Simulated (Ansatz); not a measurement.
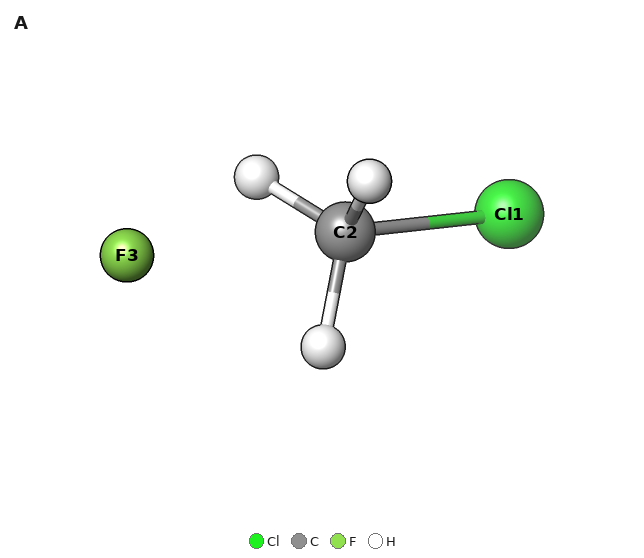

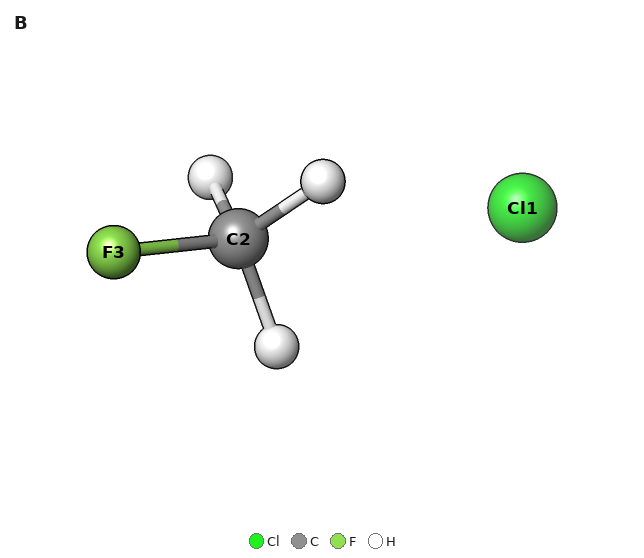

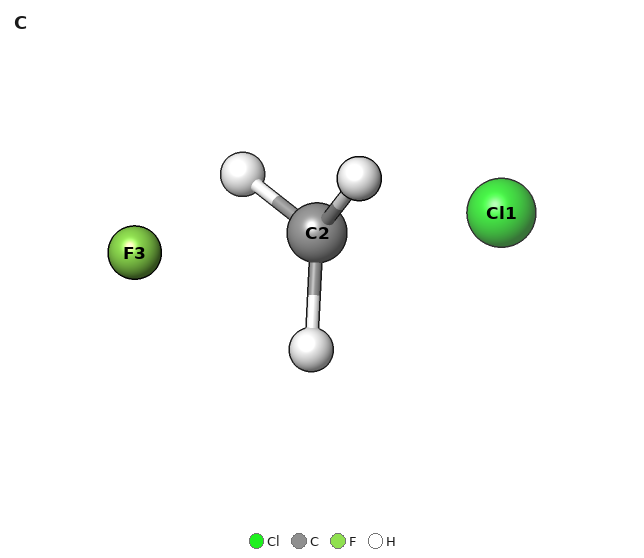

Three stationary points along one reaction path, in mixed order. Sticks follow a distance rule, so a partial bond may show as a full stick or not at all. State: charge −1, singlet. Geometries: PBE0-D4/def2-TZVPD; all other levels are single points on them, and energies count from the start as drawn. Program: Ansatz 0.2.0. In CBS estimates cores are frozen, and CCSD(T) − MP2 is taken in the smaller basis.

> Which panel shows the transition state?

C.

> Which bonds form and which break from A to B?

Formed: C2–F3; broken: Cl1–C2. At the saddle point C2···F3 is 2.06 Å, Cl1···C2 is 2.08 Å.

Give the electronic barrier and the reaction energy from A to B in kJ/mol (no zero-point energy) with CCSD(T)/CBS (MP2 limit from def2-TZVPPD and def2-QZVPPD plus CCSD(T) − MP2).

| level | barrier | reaction energy |
| --- | --- | --- |
| CCSD(T)/CBS (MP2 limit from def2-TZVPPD and def2-QZVPPD plus CCSD(T) − MP2) | 13.4 | −110.3 |
